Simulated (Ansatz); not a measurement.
## Electronic structure of ClHOSi (SMILES O=[SiH]Cl) in real space

```xyz
4

Cl    1.3470    0.8966    0.3557
O     0.1001   -2.0448   -0.0456
Si   -0.0378   -0.6237    0.5486
H    -1.1779   -0.1033    1.3554
```

Geometry: BLYP-D3(BJ)/def2-SVP.

These are results of isolated molecule in a Gaussian basis; Kohn-Sham density functional theory, functional PBE0 (Ansatz 0.2.0), not measurements.

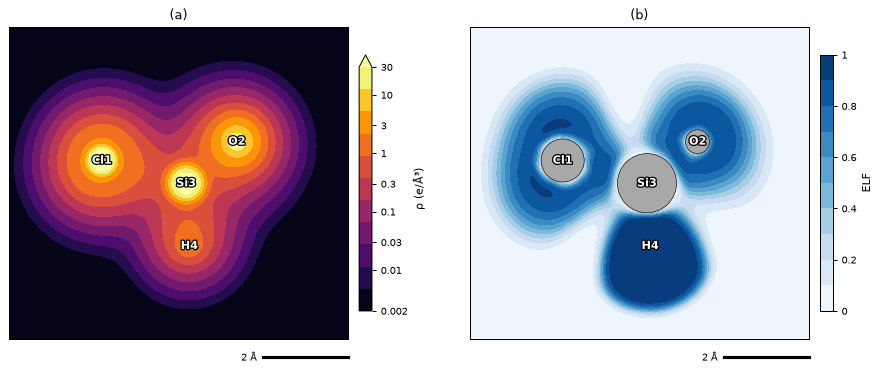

Figure 1. (a) electron density; (b) electron localisation function on the molecular plane. Grey discs cover the atomic cores in the ELF map.

Question: What do the fields say about this system?

Answer: Atoms in the plane: Cl, O, Si and H.
Si–O (1.55 Å): the density is about 1.4 e/Å³ at the midpoint; the ELF peaks at about 0.85 between the atoms (a short, strongly polar bond).
Si–Cl (2.07 Å): ρ is about 0.89 e/Å³ halfway; the ELF peaks at about 0.85 between the atoms, as expected for a polar covalent bond.
Si–H (1.49 Å): ρ is about 0.83 e/Å³ halfway; the ELF climbs to about 1 towards the hydrogen, as it does in any bond to H.
The ELF also peaks beside Cl1 and O2, away from the bonds: lone-pair regions.

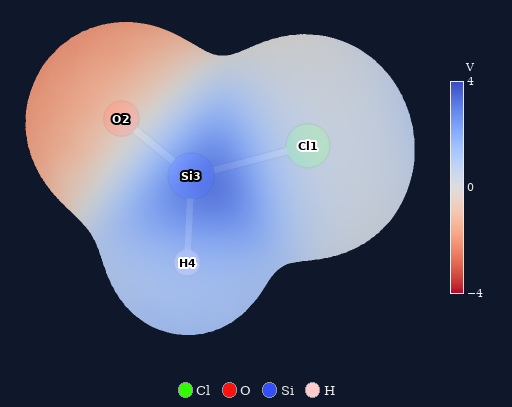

Figure 2. The molecular electrostatic potential painted on the density surface at 0.002 e/bohr³, seen across its widest extent; red is negative and blue positive.

Question: Where is the surface potential most negative and most positive?

Answer: The most negative region (about −2.0 V) lies over O2, the most positive (about +3.0 V) over Si3. Cl1 shows a σ-hole: about +0.8 V at the tip opposite its bond, against about +0.3 V on its flanks. O2 is the likeliest acceptor of a hydrogen bond.

Question: What dipole moment does the calculation give?

Answer: Its dipole moment is 3.44 D.

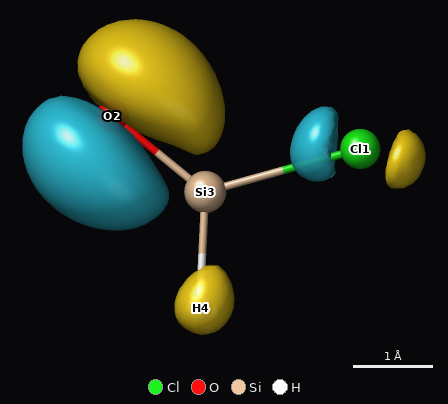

Figure 3. One frontier orbital at ±0.15 Å⁻³ᐟ² (yellow and cyan are the two phases), seen across its widest extent.

Question: Which orbital is it: HOMO or LUMO?

Answer: The HOMO, at −8.75 eV. By Hirshfeld shares it lies mainly on O2 (about 75 %) and Si3 (about 15 %); it is symmetric in the molecular plane (an in-plane orbital: σ, lone-pair or in-plane π type); largely a lone pair of O2.
